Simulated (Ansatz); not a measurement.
## Frozen-phonon scan for Au (fcc, Cu type)

Relaxed Au (fcc, Cu type):

```
CELL_PARAMETERS angstrom
      0.00000     4.12408     4.12408
      2.06204     0.00000     2.06204
      2.06204     2.06204     0.00000
ATOMIC_POSITIONS crystal
  Au 0.00000 0.00000 0.00000
  Au 0.50000 0.00000 0.00000
```

The atoms are displaced by Q × the pattern below (from a DFPT mode at L = (0.5, 0.0, 0.0), largest move 1; Q in Å), at fixed cell. It is one choice among 2 degenerate patterns. (q is in reciprocal vectors of the primitive cell; the cell shown is doubled to hold the pattern.)

| atom | x | y | z |
|---|---|---|---|
| Au1 | -0.285 | 0.520 | -0.805 |
| Au2 | 0.285 | -0.520 | 0.805 |

Level of theory: r2SCAN (plane waves to 500 eV, PAW, scalar-relativistic; Ansatz, an electronic-structure program). k mesh 19×19×19 (Γ-centred), Fermi-Dirac smearing 0.05 eV. The energy includes the smearing's −TS. With partly filled bands, energies and forces of such displacements shift with the k mesh and the smearing. Au was relaxed with its symmetry unable to fall. Spin-orbit coupling is left out, though Au is heavy. ΔE is measured from the undisplaced structure.

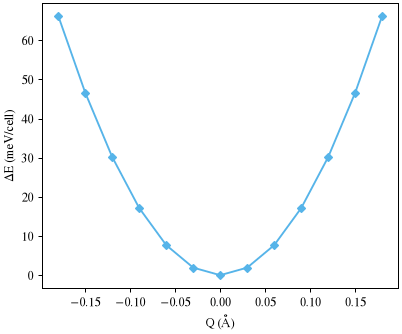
Figure: ΔE (meV/cell) against Q (Å); computed points joined by lines.

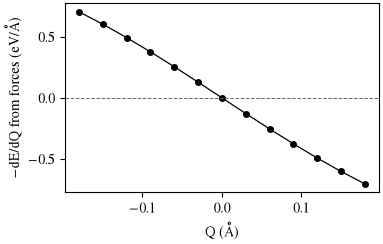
−dE/dQ from forces (eV/Å) against Q (Å); one marker a computed point.

The energy at Q = 0.180 Å is 66 meV/cell. Space group of the distorted cell: P-1 (No. 2), lowered from Fm-3m. Shape of the curve: a single well with its minimum at or next to zero displacement. Symmetry of the curve: even: the same for both signs. Harmonic wavenumber from the curvature (finite differences): 54 cm⁻¹.

E″ = 4.29 eV/Å², M = Σ mᵢ|uᵢ|² = 393.9 u, ν̃ = 521.5·√(|E″|/M).

(For displaced atoms, the force is minus the slope of the energy, and its curvature is a force constant, which sets phonon frequencies.)
